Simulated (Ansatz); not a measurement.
# One shape, several levels: doublet [O2]−

Wanted: a comparison of 6 runs (UB3LYP/6-31G*, U-revPBE/aug-cc-pVTZ, U-wB97M-V/aug-cc-pVTZ, UPBE/aug-cc-pVTZ, UCCSD(T)/aug-cc-pVTZ) of doublet [O2]−. 

The calculation is run with Ansatz 0.2.0.

24 further runs of the same task are left out: 1 that didn't finish, 23 set aside as unsound or not needed.

## Step 1: The molecule

The species is [O2]− (2 atoms), meant as a doublet with charge -1. As SMILES of the parent species, `O=O`. The shape is that of a PBE0-D4/def2-TZVP optimisation. That shape belongs to the parent species and isn't relaxed for this state.

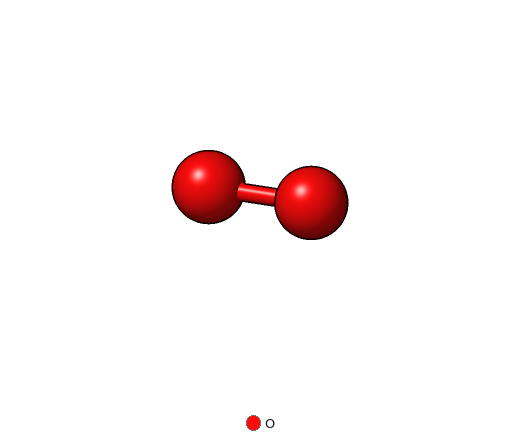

Viewed from a chosen angle; oxygen red.

## Step 2: The energy at UB3LYP/6-31G(d) (spherical functions) (run 1)

molecule.yaml

```yaml
crystal:
  periodic: [false, false, false]
  atoms:
    - symbol: O
      position_ang: [0.509550, -0.164850, 0.262450]
    - symbol: O
      position_ang: [-0.509550, 0.164850, -0.262450]
basis:
  gaussian:
    orbitals: 6-31G_st_-spherical.json
total_charge: -1
magnetization:
  spin_polarized: true
  initial_magnetization: 1
hamiltonian:
  xc: {name: B3LYP}
accuracy: high
output: {orbitals: {seedname: orbitals}}
```

The basis set 6-31G* is read from a file made from the Basis Set Exchange's data (not shown).

Run with:

```console
$ ansatz run molecule.yaml --threads 1 --pin off --max-ram 3480MiB --events-out events.jsonl --progress --plain --runs-dir runs
```

Standard output:

```text
Warning: RAYON_NUM_THREADS=1 ignored (pool sized by the plan → 1); use --threads N
Functional definition: B3LYP
  name "B3LYP"
  parameter a0 = 0.2
  parameter ax = 0.72
  parameter ac = 0.81
  exchange = (1 - a0 - ax)*slater_x + ax*b88_x + a0*exact_x
  correlation = (1 - ac)*vwn_rpa_c + ac*lyp_c
473 factors; integrals over basis functions are off by at most 3.3e-9 eV
mean field evaluation 1: about -4087.7598 eV, gradient 1.8e1 eV
mean field evaluation 2: about -4088.1361 eV, gradient 1.4e1 eV
mean field evaluation 4: about -4088.8518 eV, gradient 1.4e-1 eV
mean field evaluation 8: about -4088.9332 eV, gradient 2.5e-3 eV
mean field evaluation 16: about -4088.9332 eV, gradient 1.5e-7 eV
mean field -4088.93323539 eV, -150.2655248220 hartree, gradient 1.2e-8 eV, S^2 0.752415; 0 other end points of the search recorded, 0 dependent functions left out
reference -4088.93324950 eV, -150.2655253405 hartree; 9, 8 occupied and 19, 20 virtual orbitals, 473 factors
Total energy: -4088.93324950 eV, -150.2655253405 hartree
```

It took 1.2 s on 1 thread of Arm Neoverse V1, shared host; peak memory 0.094 GiB.

## Step 3: The energy at UB3LYP/6-31G(d) (Cartesian functions) (run 2)

molecule.yaml: that of step 2 with these lines changed.

```diff
@@ -9,3 +9,3 @@
   gaussian:
-    orbitals: 6-31G_st_-spherical.json
+    orbitals: "6-31G*"
 total_charge: -1
```

Run with:

```console
$ ansatz run molecule.yaml --threads 1 --pin off --max-ram 3480MiB --events-out events.jsonl --progress --plain --runs-dir runs
```

Standard output, shortened:

```text
Warning: RAYON_NUM_THREADS=1 ignored (pool sized by the plan → 1); use --threads N
[... 7 set-up lines as earlier in the session ...]
482 factors; integrals over basis functions are off by at most 2.6e-9 eV
mean field evaluation 1: about -4087.9377 eV, gradient 1.8e1 eV
mean field evaluation 2: about -4088.3120 eV, gradient 1.5e1 eV
mean field evaluation 4: about -4089.0357 eV, gradient 1.5e-1 eV
mean field evaluation 8: about -4089.0671 eV, gradient 2.7e-3 eV
mean field evaluation 16: about -4089.0671 eV, gradient 1.3e-7 eV
mean field -4089.06714495 eV, -150.2704459075 hartree, gradient 1.2e-8 eV, S^2 0.752431; 0 other end points of the search recorded, 0 dependent functions left out
reference -4089.06715910 eV, -150.2704464278 hartree; 9, 8 occupied and 21, 22 virtual orbitals, 482 factors
Total energy: -4089.06715910 eV, -150.2704464278 hartree
```

It took 1.2 s on 1 thread of Arm Neoverse V1, shared host; peak memory 0.095 GiB.

Run 3 isn't shown in full; the table further down has it.

## Step 4: A single-point energy at U-wB97M-V/aug-cc-pVTZ (run 4)

molecule.yaml

```yaml
crystal:
  periodic: [false, false, false]
  atoms:
    - symbol: O
      position_ang: [0.509550, -0.164850, 0.262450]
    - symbol: O
      position_ang: [-0.509550, 0.164850, -0.262450]
basis:
  gaussian:
    orbitals: aug-cc-pVTZ
magnetization:
  spin_polarized: true
  initial_magnetization: 1
total_charge: -1
output: {orbitals: {seedname: orbitals}}
accuracy: high
hamiltonian:
  xc: {name: wB97M-V}
```

Run with:

```console
$ ansatz run molecule.yaml --threads 1 --pin off --max-ram 3480MiB --events-out events.jsonl --progress --plain --runs-dir runs
```

Standard output, shortened:

```text
Warning: RAYON_NUM_THREADS=1 ignored (pool sized by the plan → 1); use --threads N
Functional definition: wB97M-V
  name "wB97M-V"
[...]
  gx(w, u) = 1 - cx + cx01*u + cx10*w
  gss(w, u) = css00 + css04*u^4 + css10*w + css20*w^2 + css43*w^4*u^3
  gos(w, u) = cos00 + cos10*w + (cos20 + cos21*u)*w^2 + (cos60 + cos61*u)*w^6
[...]
      + integral(e_c_pw_mod_opposite_spin*gos(b97_w_opposite, b97_u_opposite)) + vv10(b, c)
1291 factors; integrals over basis functions are off by at most 3.5e-9 eV
230 factors; integrals over basis functions are off by at most 1.7e-9 eV
[...]
mean field -4090.92109492 eV, -150.3385773125 hartree, gradient 3.0e-8 eV, S^2 0.754887; 2 other end points of the search recorded, 0 dependent functions left out
reference -4090.92109738 eV, -150.3385774027 hartree; 9, 8 occupied and 83, 84 virtual orbitals, 1291 factors
Total energy: -4090.92109738 eV, -150.3385774027 hartree
```

Wall time 48 s (1 thread of Arm Neoverse V1, shared host); peak memory 0.41 GiB.

Run 5 isn't shown in full; the table further down has it.

## Step 5: The energy at UCCSD(T)/aug-cc-pVTZ (run 6)

run.yaml

```yaml
basis:
  gaussian:
    orbitals: aug-cc-pVTZ
crystal:
  periodic: [false, false, false]
  atoms:
    - {symbol: O, position_ang: [0.509550, -0.164850, 0.262450]}
    - {symbol: O, position_ang: [-0.509550, 0.164850, -0.262450]}
total_charge: -1
magnetization:
  spin_polarized: true
  initial_magnetization: 1
correlation:
  method: ccsd_t
  frozen_orbitals: {O: 1}
accuracy: high
scf:
  omitted_lower_state_checks: [cluster_reference, increment]
```

Run with:

```console
$ ansatz run run.yaml --threads 1 --pin off --max-ram 3480MiB --events-out events.jsonl --progress --plain --runs-dir runs
```

Standard output:

```text
Warning: RAYON_NUM_THREADS=1 ignored (pool sized by the plan → 1); use --threads N
[... 15 lines left out ...]
2 core orbitals not correlated: weight in the atoms' cores, before any rotation towards them, 1.000 or more for the frozen orbitals, at most 0.000 for the correlated occupied ones
[... 26 lines left out ...]
Total energy: -4085.20073958 eV, -150.1283581309 hartree
Checks for a lower state left out: cluster_reference, increment
```

It took 19 s on 1 thread of Arm Neoverse V1, shared host; peak memory 0.77 GiB.

## Step 6: The series

```tsv
run	level	Cartesian functions	frozen core orbitals	energy (Eh)	HOMO energy (eV)	LUMO energy (eV)	⟨S²⟩	wall time
1	UB3LYP/6-31G* (spherical functions)	no	–	-150.265525	5.58	8.57	0.752	1.2 s
2	UB3LYP/6-31G* (Cartesian functions)	yes	–	-150.270446	5.52	8.51	0.752	1.2 s
3	U-revPBE/aug-cc-pVTZ	no	–	-150.339451	4.40	4.78	0.753	14 s
4	U-wB97M-V/aug-cc-pVTZ	no	–	-150.338577	0.53	6.45	0.755	48 s
5	UPBE/aug-cc-pVTZ	no	–	-150.234037	4.34	4.68	0.753	13 s
6	UCCSD(T)/aug-cc-pVTZ	no	2	-150.128358	–	–	0.779	19 s
```

## Step 7: Summary of results

```
                                          quantity          value
                               run 6: total energy  -150.12836 Eh
run 6: correlation energy (2 core orbitals frozen)     -492.0 mEh
                             run 6: (T) correction     -19.08 mEh
          run 6: ⟨S²⟩ of the reference determinant          0.779
                              run 6: T1 diagnostic          0.022
```

What this shows: Totals of different functionals can't be ranked against each other. In runs 1, 2, 3, 4, 5 the HOMO lies above zero, so the outermost electron may be held by the basis alone. All runs together took 97 s, the longest 48 s.
